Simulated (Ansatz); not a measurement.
# BClFH3Si: rigid scan of one bond length from a Python script

How does the energy of BClFH3Si change as one bond is stretched? Wanted for BClFH3Si: a rigid scan of one bond length. SMILES: B[SiH](F)Cl.

All numbers are computed with the Python package of Ansatz 0.2.0. Level of theory: CAM-B3LYP/6-31G*.

### Step 1. The system

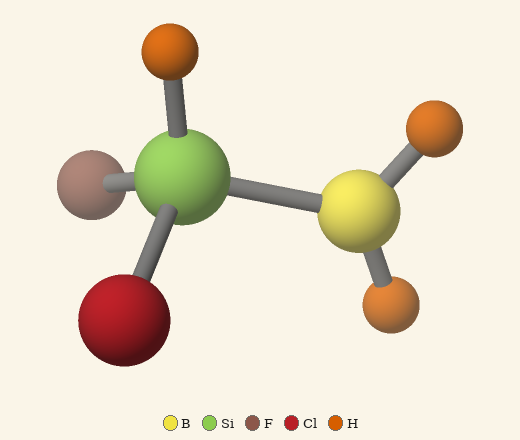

The structure that the script starts from, seen from a chosen angle (boron yellow, silicon green, fluorine brown, chlorine red, hydrogen orange).

The script holds or builds the structure itself.

### Step 2. Script

File scan.py:

```python
# -*- coding: utf-8 -*-
import ansatz as az
import matplotlib.pyplot as plt
import numpy as np


def main():
    geometry = (
        az.Crystal.molecule()
        .atom("B", [0.4286, 0.9084, 0.5989])
        .atom("Si", [-0.3681, -0.5744, -0.3528])
        .atom("F", [-0.8707, -0.0995, -1.9141])
        .atom("Cl", [1.1579, -2.0662, -0.4953])
        .atom("H", [-0.1124, 1.319, 1.5749])
        .atom("H", [1.33, 1.5215, 0.1532])
        .atom("H", [-1.5042, -1.0768, 0.3895])
    )

    symbols = [site.symbol for site in geometry.cartesian_sites]
    start = np.array([site.position_ang for site in geometry.cartesian_sites])
    axis = (start[4] - start[0]) / np.linalg.norm(start[4] - start[0])
    moving = [4]
    lengths, energies = [1.046, 1.094, 1.141, 1.189, 1.237, 1.284, 1.332, 1.403], []
    for length in lengths:
        xyz = start.copy()
        xyz[moving] += (length - np.linalg.norm(start[4] - start[0])) * axis
        point = az.Crystal.molecule()
        for symbol, place in zip(symbols, xyz):
            point = point.atom(symbol, place.tolist())
        model = (
            point.calculation()
            .basis(gaussian="6-31G*")
            .functional("cam_b3lyp")
            .accuracy("medium")
        )
        r = model.run(threads=1).report
        energies.append(r["free_energy_ev"])
        print(f"r = {length:6.3f} A  E = {energies[-1]:.5f} eV  <S^2> = {abs(r['mean_field']['state']['spin_squared']):.3f}")

    fit = np.polynomial.Polynomial.fit(lengths, np.array(energies) - min(energies), 4).convert()
    roots = [r.real for r in fit.deriv().roots() if abs(r.imag) < 1e-9 and fit.deriv(2)(r.real) > 0]
    r_e = min(roots, key=lambda r: abs(r - lengths[int(np.argmin(energies))]))
    print(f"minimum of the fit at {r_e:.4f} A, force constant {fit.deriv(2)(r_e):.2f} eV/A^2")
    plt.figure(figsize=(4.5, 3))
    plt.plot(lengths, np.array(energies) - min(energies), "o-")
    plt.xlabel("bond length (A)")
    plt.ylabel("E - E(min) (eV)")
    plt.tight_layout()
    plt.savefig("scan.png", dpi=100)


if __name__ == "__main__":
    main()
```

### Step 3. The calls as engine input

The engine receives this input (first run):

```yaml
crystal:
  periodic: [false, false, false]
  atoms:
    - { symbol: B, position_ang: [0.4286, 0.9084, 0.5989] }
    - { symbol: Si, position_ang: [-0.3681, -0.5744, -0.3528] }
    - { symbol: F, position_ang: [-0.8707, -0.0995, -1.9141] }
    - { symbol: Cl, position_ang: [1.1579, -2.0662, -0.4953] }
    - { symbol: H, position_ang: [-0.04731279369139209, 1.269601096284077, 1.4574783486927887] }
    - { symbol: H, position_ang: [1.33, 1.5215, 0.1532] }
    - { symbol: H, position_ang: [-1.5042, -1.0768, 0.3895] }
accuracy: medium
basis:
  gaussian:
    orbitals: "6-31G*"
hamiltonian:
  xc: cam_b3lyp
```

### Step 4. The run

Run with:

```console
$ python scan.py
```

**Question.** What results will this script give? Wanted: range of energy; lowest point, distance.

As calculated:

| quantity | value |
| --- | --- |
| bond length at the fit's minimum | 1.1935 Å |
| runs compared | 8 |
| range of energy | 0.389 eV |
| lowest point, distance (Å) | 1.19 |

In words: The curve has its lowest point inside the range, at 1.19. The ends stand 0.347 and 0.389 eV above it. The distance scanned is the script's pair 0, 4. What to keep in mind:
- The rest of the molecule is held rigid at a force-field or estimated start geometry, and the basis set is modest; single-reference methods fail as a bond breaks.
- The orbitals are restricted, so S² is zero by construction.
